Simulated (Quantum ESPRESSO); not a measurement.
# NiO: parallel and opposed starts

Aim: find out which collinear order of NiO costs least.

Program: Quantum ESPRESSO 7.5. Level of theory: PBEsol; plane waves with GBRV 1.5 PBEsol potentials, no spin-orbit coupling. Results are calculated unless marked as measured.

## Step 1: Set-up

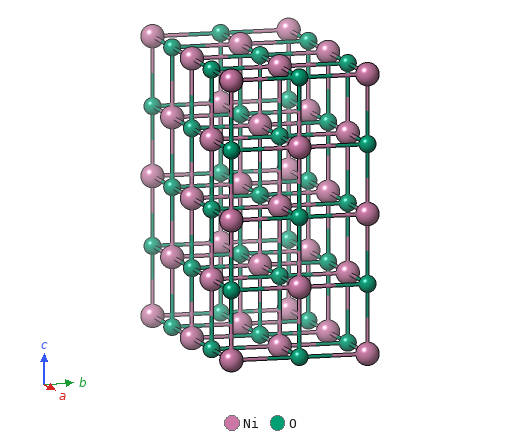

Start, viewed slightly off an axis; nickel pink, oxygen teal. 2×1×2 cells are drawn. This picture shows the conventional cell, with its axes. Some periodic images of atoms are drawn too.

The cell comes from the Crystallography Open Database.

## Step 2: Run 1, typed as ferro +

The signs are those of the starting moments on the seeded atoms, the atoms that are given a moment.

Contents of pw.in:

```
&CONTROL
  calculation = 'scf'
  prefix = 'pwscf'
  outdir = './tmp'
  pseudo_dir = './pseudo'
  disk_io = 'nowf'
/
&SYSTEM
  ibrav = 0
  celldm(1) = 8
  nat = 2
  ntyp = 2
  ecutwfc = 40
  ecutrho = 280
  nbnd = 20
  occupations = 'smearing'
  smearing = 'fd'
  degauss = 0.00367493
  nspin = 2
  starting_magnetization(1) = 0.1111
  starting_magnetization(2) = 0
/
&ELECTRONS
  conv_thr = 4d-09
  electron_maxstep = 150
  mixing_beta = 0.3
/
ATOMIC_SPECIES
Ni     58.6934 ni_pbesol_v1.4.uspp.F.UPF
O      15.9990 o_pbesol_v1.2.uspp.F.UPF
CELL_PARAMETERS alat
   0.0000000000000    0.4927228531442    0.4927228531442
   0.4927228531442    0.0000000000000    0.4927228531442
   0.4927228531442    0.4927228531442    0.0000000000000
ATOMIC_POSITIONS crystal
Ni      0.0000000000    0.0000000000    0.0000000000
O       0.5000000000    0.5000000000    0.5000000000
K_POINTS automatic
8 8 8 0 0 0
```

Run with:

```sh
$ OMP_NUM_THREADS=1 mpirun -n 4 pw.x -nk 4 -in pw.in > pw.out
```

The log of the run:

```text
Program PWSCF v.7.5 starts

     Message from routine setup:
     using ibrav=0 with symmetry is DISCOURAGED, use correct ibrav instead

     K-points division:     npool     =       4
     Subspace diagonalization in iterative solution of the eigenvalue problem:

     G-vector sticks info
     --------------------
     sticks:   dense  smooth     PW     G-vecs:    dense   smooth      PW
     Sum         595     349    121                 9721     4279     869

     Using Slab Decomposition

     bravais-lattice index     =            0
     lattice parameter (alat)  =       8.0000  a.u.
     unit-cell volume          =     122.4921 (a.u.)^3
     number of atoms/cell      =            2
     number of atomic types    =            2
     number of electrons       =        24.00
     number of Kohn-Sham states=           20
     kinetic-energy cutoff     =      40.0000  Ry
     charge density cutoff     =     280.0000  Ry
     scf convergence threshold =      4.0E-09
     mixing beta               =       0.3000
     number of iterations used =            8  plain     mixing
     Exchange-correlation= SLA  PW   PSX  PSC
                           (   1   4  10   8   0   0   0)

     celldm(1)=   8.000000  celldm(2)=   0.000000  celldm(3)=   0.000000
     celldm(4)=   0.000000  celldm(5)=   0.000000  celldm(6)=   0.000000

     crystal axes: (cart. coord. in units of alat)
               a(1) = (   0.000000   0.492723   0.492723 )
               a(2) = (   0.492723   0.000000   0.492723 )
               a(3) = (   0.492723   0.492723   0.000000 )

     reciprocal axes: (cart. coord. in units 2 pi/alat)
               b(1) = ( -1.014769  1.014769  1.014769 )
               b(2) = (  1.014769 -1.014769  1.014769 )
               b(3) = (  1.014769  1.014769 -1.014769 )

     PseudoPot. # 1 for Ni read from file:
     ni_pbesol_v1.4.uspp.F.UPF
     Pseudo is Ultrasoft + core correction, Zval = 18.0
     Generated by new atomic code, or converted to UPF format
     Using radial grid of  865 points,  6 beta functions with:
                l(1) =   0
                l(2) =   0
                l(3) =   1
                l(4) =   1
                l(5) =   2
                l(6) =   2
     Q(r) pseudized with 10 coefficients,  rinner =    0.980   0.980   0.980
                                                       0.980   0.980

     PseudoPot. # 2 for O  read from file:
     o_pbesol_v1.2.uspp.F.UPF
     Pseudo is Ultrasoft + core correction, Zval =  6.0
     Generated by new atomic code, or converted to UPF format
     Using radial grid of  737 points,  5 beta functions with:
                l(1) =   0
                l(2) =   0
                l(3) =   1
                l(4) =   1
                l(5) =   2
     Q(r) pseudized with  8 coefficients,  rinner =    0.900   0.900   0.900
                                                       0.900   0.900

     atomic species   valence    mass     pseudopotential
     Ni               18.00    58.69340     Ni( 1.00)
     O                 6.00    15.99900     O ( 1.00)

     Starting magnetic structure
     atomic species   magnetization
     Ni              0.111
     O               0.000

     48 Sym. Ops., with inversion, found

   Cartesian axes

     site n.     atom                  positions (alat units)
         1        Ni     tau(   1) = (   0.0000000   0.0000000   0.0000000  )
         2        O      tau(   2) = (   0.4927229   0.4927229   0.4927229  )

     number of k points=    29  Fermi-Dirac smearing, width (Ry)=  0.0037
                       cart. coord. in units 2pi/alat
        k(    1) = (   0.0000000   0.0000000   0.0000000), wk =   0.0019531
        k(    2) = (   0.1268462   0.1268462  -0.1268462), wk =   0.0156250
        k(    3) = (   0.2536923   0.2536923  -0.2536923), wk =   0.0156250
        k(    4) = (   0.3805385   0.3805385  -0.3805385), wk =   0.0156250
        k(    5) = (  -0.5073846  -0.5073846   0.5073846), wk =   0.0078125
        [... 24 further k-points ...]

     Dense  grid:     9721 G-vectors     FFT dimensions: (  30,  30,  30)

     Smooth grid:     4279 G-vectors     FFT dimensions: (  24,  24,  24)

     Check: negative core charge=   -0.000014
     Generating pointlists ...
     new r_m :   0.2032 (alat units)  1.6260 (a.u.) for type    1
     new r_m :   0.2032 (alat units)  1.6260 (a.u.) for type    2

     Initial potential from superposition of free atoms

     starting charge      22.0000, renormalised to      24.0000
     Starting wfcs are   17 randomized atomic wfcs +    3 random wfcs

     Self-consistent Calculation

     iteration #  1     ecut=    40.00 Ry     beta= 0.30
     Davidson diagonalization with overlap
     ethr =  1.00E-02,  avg # of iterations =  5.9

     total energy              =    -365.10594215 Ry
     estimated scf accuracy    <      33.54609139 Ry

     total magnetization       =     1.30 Bohr mag/cell
     absolute magnetization    =     1.30 Bohr mag/cell

     iteration #  2     ecut=    40.00 Ry     beta= 0.30
     Davidson diagonalization with overlap
     ethr =  1.00E-02,  avg # of iterations =  3.2

     total energy              =    -374.16499912 Ry
     estimated scf accuracy    <      12.95587589 Ry

     total magnetization       =     0.12 Bohr mag/cell
     absolute magnetization    =     0.15 Bohr mag/cell

     iteration #  3     ecut=    40.00 Ry     beta= 0.30
     Davidson diagonalization with overlap
     ethr =  1.00E-02,  avg # of iterations =  2.1

     total energy              =    -375.16763824 Ry
     estimated scf accuracy    <       0.34084197 Ry

     total magnetization       =     0.69 Bohr mag/cell
     absolute magnetization    =     0.69 Bohr mag/cell

     [... further iterations left out ...]

     iteration # 15     ecut=    40.00 Ry     beta= 0.30
     Davidson diagonalization with overlap
     ethr =  8.62E-09,  avg # of iterations =  2.3

     total energy              =    -375.23988115 Ry
     estimated scf accuracy    <       0.00000010 Ry

     total magnetization       =     0.82 Bohr mag/cell
     absolute magnetization    =     0.83 Bohr mag/cell

     iteration # 16     ecut=    40.00 Ry     beta= 0.30
     Davidson diagonalization with overlap
     ethr =  4.15E-10,  avg # of iterations =  2.4

     total energy              =    -375.23988375 Ry
     estimated scf accuracy    <       0.00000002 Ry

     total magnetization       =     0.83 Bohr mag/cell
     absolute magnetization    =     0.84 Bohr mag/cell

     iteration # 17     ecut=    40.00 Ry     beta= 0.30
     Davidson diagonalization with overlap
     ethr =  8.22E-11,  avg # of iterations =  2.0

     total energy              =    -375.23988372 Ry
     estimated scf accuracy    <          6.8E-09 Ry

     total magnetization       =     0.83 Bohr mag/cell
     absolute magnetization    =     0.84 Bohr mag/cell

     iteration # 18     ecut=    40.00 Ry     beta= 0.30
     Davidson diagonalization with overlap
     ethr =  2.84E-11,  avg # of iterations =  2.5

     Magnetic moment per site  (integrated on atomic sphere of radius R)
     atom   1 (R=0.203)  charge= 15.7027  magn=  0.6923
     atom   2 (R=0.203)  charge=  5.6089  magn=  0.1135

     End of self-consistent calculation

     [... lines left out ...]
     the Fermi energy is    14.1627 ev

!    total energy              =    -375.23988386 Ry
     estimated scf accuracy    <          7.1E-10 Ry
     smearing contrib. (-TS)   =      -0.00108835 Ry
     internal energy E=F+TS    =    -375.23879551 Ry

     The total energy is F=E-TS. E is the sum of the following terms:
     one-electron contribution =    -216.56315206 Ry
     hartree contribution      =     122.89905670 Ry
     xc contribution           =     -42.35139265 Ry
     ewald contribution        =    -239.22330751 Ry

     total magnetization       =     0.83 Bohr mag/cell
     absolute magnetization    =     0.83 Bohr mag/cell

     convergence has been achieved in  18 iterations

=------------------------------------------------------------------------------=
   JOB DONE.
=------------------------------------------------------------------------------=
```

The job ended after 5.7 s (4 MPI ranks of Intel Xeon Platinum 8375C at 2.90GHz (Ice Lake), shared host; peak memory 0.26 GiB; 22 s of CPU time).

Spin moment in the atom's sphere by atom:

```tsv
atom	spin moment in the atom's sphere (μB)
Ni1	0.692
O2	0.114
```

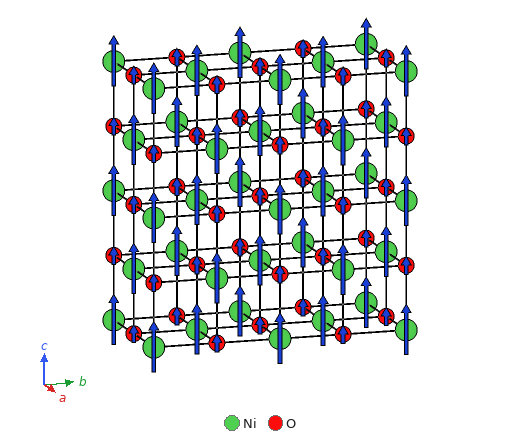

Spin moment in the atom's sphere as arrows, the longest 0.692 μB. Up and down stand for the sign. Arrows give size and sign along the axis of quantisation, drawn up and down the page. Each arrow also spans its atom, so small moments look longer than they are. 1×2×2 conventional cells are drawn. Some periodic images of atoms are drawn too.

Numbers from this step:

```
smearing term TS       : 0.01481 eV
magnetization          : 0.83 μB
absolute magnetization : 0.835 μB
final state            : ferromagnetic
```

## Step 3: Start 2: antiferro q=(0,1/2,1/2) +−

The cell is doubled to 4 atoms to hold this order. The wavevector q is in fractions of the reciprocal vectors of the crystal's primitive cell, as the cells of these inputs are built from it; moments change sign between cells as cos(2π q·R).

Contents of pw.in:

```
&CONTROL
  calculation = 'scf'
  prefix = 'pwscf'
  outdir = './tmp'
  pseudo_dir = './pseudo'
  disk_io = 'nowf'
/
&SYSTEM
  ibrav = 0
  celldm(1) = 8
  nat = 4
  ntyp = 3
  ecutwfc = 40
  ecutrho = 280
  nbnd = 33
  occupations = 'smearing'
  smearing = 'fd'
  degauss = 0.00367493
  nspin = 2
  starting_magnetization(1) = 0.1111
  starting_magnetization(2) = -0.1111
  starting_magnetization(3) = 0
/
&ELECTRONS
  conv_thr = 8d-09
  electron_maxstep = 150
  mixing_beta = 0.3
/
ATOMIC_SPECIES
Ni1    58.6934 ni_pbesol_v1.4.uspp.F.UPF
Ni2    58.6934 ni_pbesol_v1.4.uspp.F.UPF
O      15.9990 o_pbesol_v1.2.uspp.F.UPF
CELL_PARAMETERS alat
   0.0000000000000    0.4927228531442    0.4927228531442
   0.9854457062883    0.0000000000000    0.9854457062883
   0.9854457062883    0.4927228531442    0.4927228531442
ATOMIC_POSITIONS crystal
Ni1     0.0000000000    0.0000000000    0.0000000000
Ni2     0.0000000000    0.5000000000    0.0000000000
O       0.5000000000    0.0000000000    0.5000000000
O       0.5000000000    0.5000000000    0.5000000000
K_POINTS automatic
8 4 8 0 0 0
```

The log of the run:

```text
[banner, memory and clock lines left out]
Program PWSCF v.7.5 starts

     Message from routine setup:
     using ibrav=0 with symmetry is DISCOURAGED, use correct ibrav instead

     bravais-lattice index     =            0
     lattice parameter (alat)  =       8.0000  a.u.
     unit-cell volume          =     244.9842 (a.u.)^3
     number of atoms/cell      =            4
     number of atomic types    =            3
     number of electrons       =        48.00
     number of Kohn-Sham states=           33
     kinetic-energy cutoff     =      40.0000  Ry
     charge density cutoff     =     280.0000  Ry
     scf convergence threshold =      8.0E-09
     mixing beta               =       0.3000
     number of iterations used =            8  plain     mixing
     Exchange-correlation= SLA  PW   PSX  PSC
                           (   1   4  10   8   0   0   0)

     celldm(1)=   8.000000  celldm(2)=   0.000000  celldm(3)=   0.000000
     celldm(4)=   0.000000  celldm(5)=   0.000000  celldm(6)=   0.000000

     crystal axes: (cart. coord. in units of alat)
               a(1) = (   0.000000   0.492723   0.492723 )
               a(2) = (   0.985446   0.000000   0.985446 )
               a(3) = (   0.985446   0.492723   0.492723 )

     reciprocal axes: (cart. coord. in units 2 pi/alat)
               b(1) = ( -1.014769  1.014769  1.014769 )
               b(2) = ( -0.000000 -1.014769  1.014769 )
               b(3) = (  1.014769  1.014769 -1.014769 )

     PseudoPot. # 1 for Ni read from file:
     ni_pbesol_v1.4.uspp.F.UPF
     Pseudo is Ultrasoft + core correction, Zval = 18.0

     PseudoPot. # 2 for Ni read from file:
     ni_pbesol_v1.4.uspp.F.UPF
     Pseudo is Ultrasoft + core correction, Zval = 18.0

     PseudoPot. # 3 for O  read from file:
     o_pbesol_v1.2.uspp.F.UPF
     Pseudo is Ultrasoft + core correction, Zval =  6.0

     atomic species   valence    mass     pseudopotential
     Ni1              18.00    58.69340     Ni( 1.00)
     Ni2              18.00    58.69340     Ni( 1.00)
     O                 6.00    15.99900     O ( 1.00)

     Starting magnetic structure
     atomic species   magnetization
     Ni1             0.111
     Ni2            -0.111
     O               0.000

     16 Sym. Ops., with inversion, found

   Cartesian axes

     site n.     atom                  positions (alat units)
         1        Ni1    tau(   1) = (   0.0000000   0.0000000   0.0000000  )
         2        Ni2    tau(   2) = (   0.4927229   0.0000000   0.4927229  )
         3        O      tau(   3) = (   0.4927229   0.4927229   0.4927229  )
         4        O      tau(   4) = (   0.9854457   0.4927229   0.9854457  )

     number of k points=    39  Fermi-Dirac smearing, width (Ry)=  0.0037
                       cart. coord. in units 2pi/alat
        k(    1) = (   0.0000000   0.0000000   0.0000000), wk =   0.0039062
        k(    2) = (   0.1268462   0.1268462  -0.1268462), wk =   0.0312500
        k(    3) = (   0.2536923   0.2536923  -0.2536923), wk =   0.0312500
        k(    4) = (   0.3805385   0.3805385  -0.3805385), wk =   0.0312500
        k(    5) = (  -0.5073846  -0.5073846   0.5073846), wk =   0.0078125
        [... 34 further k-points ...]

     Dense  grid:    19361 G-vectors     FFT dimensions: (  30,  60,  54)

     Smooth grid:     8463 G-vectors     FFT dimensions: (  24,  45,  40)

     Check: negative core charge=   -0.000015
     Generating pointlists ...
     new r_m :   0.2032 (alat units)  1.6260 (a.u.) for type    1
     new r_m :   0.2032 (alat units)  1.6260 (a.u.) for type    2
     new r_m :   0.2032 (alat units)  1.6260 (a.u.) for type    3

     Initial potential from superposition of free atoms

     starting charge      44.0000, renormalised to      48.0000
     Starting wfcs are   34 randomized atomic wfcs

     Self-consistent Calculation

     iteration #  1     ecut=    40.00 Ry     beta= 0.30
     Davidson diagonalization with overlap
     ethr =  1.00E-02,  avg # of iterations =  3.7

     total energy              =    -730.61438902 Ry
     estimated scf accuracy    <      66.17062102 Ry

     total magnetization       =    -0.00 Bohr mag/cell
     absolute magnetization    =     2.28 Bohr mag/cell

     iteration #  2     ecut=    40.00 Ry     beta= 0.30
     Davidson diagonalization with overlap
     ethr =  1.00E-02,  avg # of iterations =  3.0

     total energy              =    -748.30682459 Ry
     estimated scf accuracy    <      25.58118068 Ry

     total magnetization       =     0.00 Bohr mag/cell
     absolute magnetization    =     0.21 Bohr mag/cell

     [... further iterations left out ...]

     iteration # 18     ecut=    40.00 Ry     beta= 0.30
     Davidson diagonalization with overlap
     ethr =  8.94E-10,  avg # of iterations =  2.0

     total energy              =    -750.47851113 Ry
     estimated scf accuracy    <       0.00000004 Ry

     total magnetization       =     0.00 Bohr mag/cell
     absolute magnetization    =     1.37 Bohr mag/cell

     iteration # 19     ecut=    40.00 Ry     beta= 0.30
     Davidson diagonalization with overlap
     ethr =  8.20E-11,  avg # of iterations =  2.0

     Magnetic moment per site  (integrated on atomic sphere of radius R)
     atom   1 (R=0.203)  charge= 15.7048  magn=  0.6181
     atom   2 (R=0.203)  charge= 15.7048  magn= -0.6180
     atom   3 (R=0.203)  charge=  5.6063  magn= -0.0367
     atom   4 (R=0.203)  charge=  5.6063  magn=  0.0367

     End of self-consistent calculation

     [... lines left out ...]
     the Fermi energy is    14.1188 ev

!    total energy              =    -750.47851116 Ry
     estimated scf accuracy    <          7.9E-09 Ry
     smearing contrib. (-TS)   =      -0.00173201 Ry
     internal energy E=F+TS    =    -750.47677915 Ry

     The total energy is F=E-TS. E is the sum of the following terms:
     one-electron contribution =    -433.16396763 Ry
     hartree contribution      =     245.83011984 Ry
     xc contribution           =     -84.69631635 Ry
     ewald contribution        =    -478.44661501 Ry

     total magnetization       =     0.00 Bohr mag/cell
     absolute magnetization    =     1.37 Bohr mag/cell

     convergence has been achieved in  19 iterations
```

It took 27 s on 4 MPI ranks; peak memory 0.41 GiB; 1.8 min of CPU time.

Spin moment in the atom's sphere by atom:

```tsv
atom	spin moment in the atom's sphere (μB)
Ni1	0.618
Ni2	-0.618
O3	-0.037
O4	0.037
```

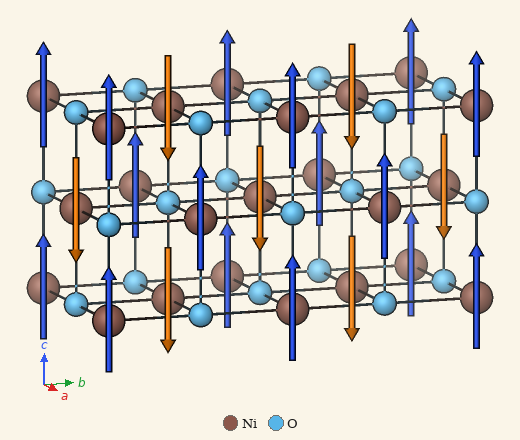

Spin moment in the atom's sphere as arrows, the longest 0.618 μB. Up and down stand for the sign. Arrows give size and sign along the axis of quantisation, drawn up and down the page. The two directions have two colours. 1×2×1 conventional cells are drawn. Some periodic images of atoms are drawn too.

This step gave:

- smearing term TS: 0.02357 eV
- magnetization: 0 μB
- absolute magnetization: 1.373 μB
- final state: antiferromagnetic

[end of part 1 of 2]

[Logs and program files are shortened in this print: banners, set-up blocks, solver, clock and traceback lines can be left out without a mark of their own.]

[Logs are printed without paths, hosts, clocks, repeated set-up lines and the standing remarks that a program may print on its own settings, such as how far it seeks lower states.]

[Hosts, paths, dates, database ids (printed as entryN), source tags and the programs' standing remarks are cut or masked in the printed files.]

[Where a cell is said to come from a database of computed structures, the database is the Materials Project.]
